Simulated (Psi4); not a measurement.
**SiH2F: geometry relaxation (part 1 of 4)**

System: SiH2F, multiplicity 2.
Method: wB97X-D/def2-SVP, UKS (Psi4 1.11).

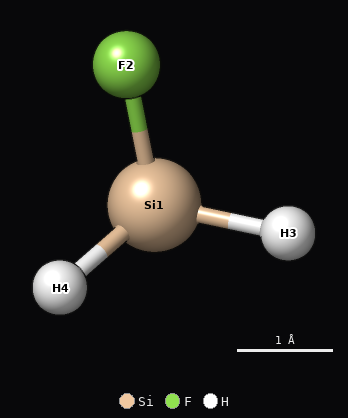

**Figure 1.** The starting structure (ball-and-stick view, seen at a tilt; atoms are numbered from 1 in the order of the input).

**Key numbers**

- outcome: converged
- total energy: −390.318762 hartree
- dispersion energy: −0.000512 hartree
- basis functions: 42
- ⟨S²⟩: 0.751
- dipole moment: 1.44 D
- hardware: 1 thread of Intel Xeon @ 2.50GHz (Skylake/Cascade Lake), 32 GiB of memory available, shared host
- wall time: 28 s
- peak memory: 0.34 GiB

**The input (job.py)**
```python
import psi4

psi4.set_memory(1600000000)
psi4.set_num_threads(1)
psi4.core.set_output_file('run.log', False)

with open('fh2si.xyz') as f:
    atoms = ''.join(f.readlines()[2:])
mol = psi4.geometry('0 2\n' + atoms + 'symmetry c1')

psi4.set_options({
    'basis': 'def2-SVP',
    'reference': 'uks',
    'geom_maxiter': 50,
})

result = psi4.optimize("wb97x-d", molecule=mol)
print('E =', round(result, 9))
mol.save_xyz_file('final.xyz', False)
for k, v in sorted(psi4.core.scalar_variables().items()):
    print(f'{k:45s} {v:18.10f}')
```

**File fh2si.xyz**
```
4
FH2Si
Si     1.025800    -0.740400     0.610900
F      1.444900    -1.904300    -0.413400
H      1.028500    -1.356200     1.956800
H      2.036700     0.324700     0.419600
```

Run as:
```bash
python job.py
```

**Output**
```
gradient() will perform analytic gradient computation.

   => Loading Basis Set <=

    Name: DEF2-SVP
    Role: ORBITAL
    Keyword: BASIS

   => WB97X-D: Empirical Dispersion <=

    Chai and Head-Gordon Dispersion Correction

        s6 =       1.000000

         ---------------------------------------------------------
                                   SCF
                              UKS Reference
                        1 Threads,   1525 MiB Core
         ---------------------------------------------------------

  ==> Geometry <==

    Molecular point group: c1
    Full point group: C1

    Geometry (in Angstrom), charge = 0, multiplicity = 2:

       Center              X                  Y                   Z               Mass
    ------------   -----------------  -----------------  -----------------  -----------------
         SI          -0.183375843101     0.442110481550     0.373465271899    27.976926534650
         F            0.235724156899    -0.721789518450    -0.650834728101    18.998403162730
         H           -0.180675843101    -0.173689518450     1.719365271899     1.007825032230
         H            0.827524156899     1.507210481550     0.182165271899     1.007825032230

  Running in c1 symmetry.

  Rotational constants: A =      4.22260  B =      0.52286  C =      0.48860 [cm^-1]
  Rotational constants: A = 126590.28628  B =  15674.80287  C =  14647.76715 [MHz]
  Nuclear repulsion =   55.607517575463248

  Charge       = 0
  Multiplicity = 2
  Electrons    = 25
  Nalpha       = 13
  Nbeta        = 12

  ==> Algorithm <==

  SCF Algorithm Type is DF.
  DIIS enabled.
  MOM disabled.
  Fractional occupation disabled.
  Guess Type is SAD.
  Energy threshold   = 1.00e-08
  Density threshold  = 1.00e-08
  Integral threshold = 1.00e-12

  ==> Primary Basis <==

  Basis Set: DEF2-SVP
    Blend: DEF2-SVP
    Number of shells: 20
    Number of basis functions: 42
    Number of Cartesian functions: 44
    Spherical Harmonics?: true
    Max angular momentum: 2

  ==> DFT Potential <==

   => LibXC <=

    Version 7.1.2

   => Composite Functional: WB97X-D <=

    wB97X-D Hyb-GGA Exchange-Correlation Functional

    Deriv               =              1
    GGA                 =           TRUE
    Meta                =          FALSE

    Exchange Hybrid     =           TRUE
    MP2 Hybrid          =          FALSE

   => Exchange-Correlation Functionals <=

    1.0000   wB97X-D range-separated functional

   => Exact (HF) Exchange <=

    0.7780            HF,LR [omega = 0.2000]
    0.2220               HF

   => LibXC Density Thresholds  <==

    XC_HYB_GGA_XC_WB97X_D:  1.00E-14

   => Molecular Quadrature <=

    Radial Scheme          =       TREUTLER
    Pruning Scheme         =           NONE
    Nuclear Scheme         =       TREUTLER

    Blocking Scheme        =         OCTREE
    BS radius alpha        =              1
    Pruning alpha          =              1
    Radial Points          =             75
    Spherical Points       =            302
    Total Points           =          87277
    Total Blocks           =            704
    Max Points             =            255
    Max Functions          =             42
    Weights Tolerance      =       1.00E-15

   => Loading Basis Set <=

    Name: (DEF2-SVP AUX)
    Role: JKFIT
    Keyword: DF_BASIS_SCF

  ==> Integral Setup <==

  DFHelper Memory: AOs need 0.010 GiB; user supplied 1.022 GiB.
  SCF_SUBTYPE=INCORE selected. In-core MEM_DF algorithm will be used.
  Using in-core AOs.

  ==> MemDFJK: Density-Fitted J/K Matrices <==

    J tasked:                   Yes
    K tasked:                   Yes
    wK tasked:                  Yes
    Omega:                2.000E-01
    Memory [MiB]:              1046
    Algorithm:                 Core
    Schwarz Cutoff:           1E-12
    Mask sparsity (%):       0.1134
    Fitting Condition:        1E-10

   => Auxiliary Basis Set <=

  Basis Set: (DEF2-SVP AUX)
    Blend: DEF2-UNIVERSAL-JKFIT
    Number of shells: 75
    Number of basis functions: 241
    Number of Cartesian functions: 288
    Spherical Harmonics?: true
    Max angular momentum: 4

  Cached 100.0% of DFT collocation blocks in 0.096 [GiB].

  Minimum eigenvalue in the overlap matrix is 2.8565753052E-02.
  Reciprocal condition number of the overlap matrix is 7.8261805918E-03.
    Using symmetric orthogonalization.

  ==> Pre-Iterations <==

  SCF Guess: Superposition of Atomic Densities via on-the-fly atomic UHF (no occupation information).

   -------------------------
    Irrep   Nso     Nmo
   -------------------------
     A         42      42
   -------------------------
    Total      42      42
   -------------------------

  ==> Iterations <==

                           Total Energy        Delta E     RMS |[F,P]|

   @DF-UKS iter SAD:  -389.78962849557746   -3.89790e+02   0.00000e+00
   @DF-UKS iter   1:  -390.27545122662042   -4.85823e-01   8.15050e-03 DIIS/ADIIS
   @DF-UKS iter   2:  -390.26451997021064    1.09313e-02   9.84773e-03 DIIS/ADIIS
   @DF-UKS iter   3:  -390.31747099921745   -5.29510e-02   3.33832e-04 DIIS/ADIIS
   @DF-UKS iter   4:  -390.31769304634480   -2.22047e-04   8.18593e-05 DIIS
   @DF-UKS iter   5:  -390.31771792589859   -2.48796e-05   2.47787e-05 DIIS
   @DF-UKS iter   6:  -390.31772011595081   -2.19005e-06   7.72269e-06 DIIS
   @DF-UKS iter   7:  -390.31772037497308   -2.59022e-07   2.27077e-06 DIIS
   @DF-UKS iter   8:  -390.31772039652350   -2.15504e-08   4.83022e-07 DIIS
   @DF-UKS iter   9:  -390.31772039732101   -7.97513e-10   1.07911e-07 DIIS
   @DF-UKS iter  10:  -390.31772039736558   -4.45652e-11   2.79944e-08 DIIS
   @DF-UKS iter  11:  -390.31772039737001   -4.43379e-12   8.82419e-09 DIIS
  Energy and wave function converged.

  ==> Post-Iterations <==

   Electrons on quadrature grid:
      Nalpha   =   13.0000028461 ; deviation = 2.846e-06
      Nbeta    =   12.0000022967 ; deviation = 2.297e-06
      Ntotal   =   25.0000051428 ; deviation = 5.143e-06

   @Spin Contamination Metric:   1.165145865E-03
   @S^2 Expected:                7.500000000E-01
   @S^2 Observed:                7.511651459E-01
   @S   Expected:                5.000000000E-01
   @S   Observed:                5.000000000E-01

    Orbital Energies [Eh]
    ---------------------

    Alpha Occupied:

       1A    -66.308478     2A    -24.801039     3A     -5.441275
       4A     -3.791513     5A     -3.789841     6A     -3.785924
       7A     -1.264969     8A     -0.651621     9A     -0.542329
      10A     -0.536308    11A     -0.522956    12A     -0.436528
      13A     -0.302019

    Alpha Virtual:

      14A      0.078502    15A      0.144529    16A      0.152884
      17A      0.243736    18A      0.378954    19A      0.425105
      20A      0.506120    21A      0.523498    22A      0.533186
      23A      0.571369    24A      0.583208    25A      0.672941
      26A      0.930165    27A      0.949362    28A      1.330036
      29A      1.331393    30A      1.336032    31A      1.530111
      32A      1.568419    33A      1.669203    34A      1.741664
      35A      1.824539    36A      2.100576    37A      2.263548
      38A      3.160852    39A      3.166857    40A      3.233060
      41A      3.254332    42A      3.612520

    Beta Occupied:

       1A    -66.305212     2A    -24.798657     3A     -5.437676
       4A     -3.787859     5A     -3.783689     6A     -3.782177
       7A     -1.259284     8A     -0.634187     9A     -0.532404
      10A     -0.527724    11A     -0.508383    12A     -0.426578

    Beta Virtual:

      13A     -0.046962    14A      0.091045    15A      0.160329
      16A      0.165460    17A      0.245959    18A      0.379938
      19A      0.454736    20A      0.522990    21A      0.540857
      22A      0.556730    23A      0.592971    24A      0.605438
      25A      0.699248    26A      0.942904    27A      0.962857
      28A      1.332632    29A      1.338044    30A      1.339640
      31A      1.540047    32A      1.575526    33A      1.679929
      34A      1.750958    35A      1.828370    36A      2.109695
      37A      2.271812    38A      3.165983    39A      3.172142
      40A      3.239783    41A      3.256343    42A      3.617072

    Final Occupation by Irrep:
              A
    DOCC [    12 ]
    SOCC [     1 ]
    NA   [    13 ]
    NB   [    12 ]

  @DF-UKS Final Energy:  -390.31772039737001

   => Energetics <=

    Nuclear Repulsion Energy =             55.6075175754632482
    One-Electron Energy =                -652.0819848385067417
    Two-Electron Energy =                 229.2174025772537220
    DFT Exchange-Correlation Energy =     -23.0601686113252704
    Empirical Dispersion Energy =          -0.0004871002550137
    VV10 Nonlocal Energy =                  0.0000000000000000
    Total Energy =                       -390.3177203973700102

  UHF NO Occupations:
  HONO-2 :   11  A 1.9999490
  HONO-1 :   12  A 1.9995376
  HONO-0 :   13  A 1.0000000
  LUNO+0 :   14  A 0.0004624
  LUNO+1 :   15  A 0.0000510
  LUNO+2 :   16  A 0.0000424
  LUNO+3 :   17  A 0.0000169

Computation Completed

Properties will be evaluated at   0.000000,   0.000000,   0.000000 [a0]

Properties computed using the SCF density matrix

 Multipole Moments:

 ------------------------------------------------------------------------------------
     Multipole            Electronic (a.u.)      Nuclear  (a.u.)        Total (a.u.)
 ------------------------------------------------------------------------------------

 L = 1.  Multiply by 2.5417464519 to convert [e a0] to [Debye]
 Dipole X            :         -0.5398952            0.3800313           -0.1598639
 Dipole Y            :         -1.5335381            1.9406770            0.4071389
 Dipole Z            :         -2.0451754            2.4047366            0.3595612
 Magnitude           :                                                    0.5662180

 ------------------------------------------------------------------------------------

	total time  =          5 seconds =       0.08 minutes

         ------------------------------------------------------------
                                   SCF GRAD
         ------------------------------------------------------------

  ==> Geometry <==

    Molecular point group: c1
    Full point group: C1

    Geometry (in Angstrom), charge = 0, multiplicity = 2:

       Center              X                  Y                   Z               Mass
    ------------   -----------------  -----------------  -----------------  -----------------
         SI          -0.183375843101     0.442110481550     0.373465271899    27.976926534650
         F            0.235724156899    -0.721789518450    -0.650834728101    18.998403162730
         H           -0.180675843101    -0.173689518450     1.719365271899     1.007825032230
         H            0.827524156899     1.507210481550     0.182165271899     1.007825032230

  Nuclear repulsion =   55.607517575463248

  ==> Basis Set <==

  Basis Set: DEF2-SVP
    Blend: DEF2-SVP
    Number of shells: 20
    Number of basis functions: 42
    Number of Cartesian functions: 44
    Spherical Harmonics?: true
    Max angular momentum: 2

  ==> DFJKGrad: Density-Fitted SCF Gradients <==

    Gradient:                    1
    J tasked:                  Yes
    K tasked:                  Yes
    wK tasked:                 Yes
    Omega:               2.000E-01
    Integrals threads:           1
    Memory [MiB]:             1144
    Schwarz Cutoff:          1E-12
    Fitting Condition:       1E-10

   => Auxiliary Basis Set <=

  Basis Set: (DEF2-SVP AUX)
    Blend: DEF2-UNIVERSAL-JKFIT
    Number of shells: 75
    Number of basis functions: 241
    Number of Cartesian functions: 288
    Spherical Harmonics?: true
    Max angular momentum: 4

   => Molecular Quadrature <=

    Radial Scheme          =       TREUTLER
    Pruning Scheme         =           NONE
    Nuclear Scheme         =       TREUTLER

    Blocking Scheme        =         OCTREE
    BS radius alpha        =              1
    Pruning alpha          =              1
    Radial Points          =             75
    Spherical Points       =            302
    Total Points           =          87277
    Total Blocks           =            704
    Max Points             =            255
    Max Functions          =             42
    Weights Tolerance      =       1.00E-15

  -Total Gradient:
     Atom            X                  Y                   Z
    ------   -----------------  -----------------  -----------------
       1        0.005594910711    -0.007763050186    -0.003214095975
       2       -0.002119023714     0.013283748090     0.012199273868
       3       -0.000632725351    -0.000909213874    -0.006252396920
       4       -0.002486806897    -0.005289435123    -0.003258132938

	total time  =          1 seconds =       0.02 minutes

    			-----------------------------------------

    			 OPTKING 3.0: for geometry optimizations

    			        with contributions from

    			-----------------------------------------

	                            ===> Fragment 1 <==

	 Z (Atomic Numbers)          Masses                          Geom
	      14.000000            27.976927         -0.34653012  0.83546773  0.70574708
	       9.000000            18.998403          0.44545410 -1.36398451 -1.22989939
	       1.000000             1.007825         -0.34142786 -0.32822562  3.24912947
	       1.000000             1.007825          1.56379402  2.84821502  0.34424247

	 - Coordinate -           - BOHR/RAD -       - ANG/DEG -
	 R(1,2)           =         3.035055           1.606082
	 R(1,3)           =         2.796963           1.480089
	 R(1,4)           =         2.798424           1.480862
	 B(2,1,3)         =         1.852463         106.138319
	 B(2,1,4)         =         1.834547         105.111801
	 B(3,1,4)         =         1.999255         114.548902
	 O(2,1,3,4)       =        -1.049162         -60.112579
	 O(3,1,2,4)       =         0.955987          54.774033
	 O(4,1,2,3)       =        -0.963138         -55.183732

	        --- Internal Coordinate Step in ANG or DEG, aJ/ANG or AJ/DEG ---
	-------------------------------------------------------------------------------
	           Coordinate      Previous         Force          Change          New
	           ----------      --------        ------          ------        ------
	               R(1,2)       1.60608        0.15013        0.01920       1.62528
	               R(1,3)       1.48009        0.04319        0.01547       1.49556
	               R(1,4)       1.48086        0.04135        0.01484       1.49571
	             B(2,1,3)     106.13832        0.00018        1.27327     107.41159
	             B(2,1,4)     105.11180        0.00036        2.17608     107.28788
	             B(3,1,4)     114.54890       -0.00040       -2.15821     112.39069
	           O(2,1,3,4)     -60.11258        0.00037        2.52354     -57.58904
	           O(3,1,2,4)      54.77403        0.00009        0.06223      54.83626
	           O(4,1,2,3)     -55.18373       -0.00003        0.29255     -54.89118
	-------------------------------------------------------------------------------

	                                 ==> Convergence Check <==

	Measures of convergence in internal coordinates in au.

	Criteria marked as inactive (o), active & met (*), and active & unmet ( ).

	----------------------------------------------------------------------------------------------~
	   Step    Total Energy     Delta E     Max Force     RMS Force      Max Disp      RMS Disp   ~
	----------------------------------------------------------------------------------------------~
	  Convergence Criteria     1.00e-06 *    3.00e-04 *             o    1.20e-03 *             o~
	----------------------------------------------------------------------------------------------~
	     1    -390.31772040   -3.90e+02      1.82e-02      7.19e-03 o    4.40e-02      3.03e-02 o  ~
	----------------------------------------------------------------------------------------------

Next Geometry in Ang
	Fragment 1 (Ang)

	   Si  -0.1802953543   0.4331386251   0.3602410210
	    F   0.2275240276  -0.7494296669  -0.6774299342
	    H  -0.1765869353  -0.1565243055   1.7346458202
	    H   0.8285548896   1.5266572735   0.2067041805

    Structure for next step:
    Molecular point group: c1
    Full point group: C1

    Geometry (in Angstrom), charge = 0, multiplicity = 2:

    SI          -0.178979866187     0.448227630503     0.377287205857
    F            0.228839515722    -0.734340661536    -0.660383749307
    H           -0.175271447232    -0.141435300164     1.751692005101
    H            0.829870377751     1.541746278870     0.223750365404

gradient() will perform analytic gradient computation.

  ==> Geometry <==

    Molecular point group: c1
    Full point group: C1

    Geometry (in Angstrom), charge = 0, multiplicity = 2:

       Center              X                  Y                   Z               Mass
    ------------   -----------------  -----------------  -----------------  -----------------
         SI          -0.178979866187     0.448227630503     0.377287205857    27.976926534650
         F            0.228839515722    -0.734340661536    -0.660383749307    18.998403162730
         H           -0.175271447232    -0.141435300164     1.751692005101     1.007825032230
         H            0.829870377751     1.541746278870     0.223750365404     1.007825032230

  Running in c1 symmetry.
```
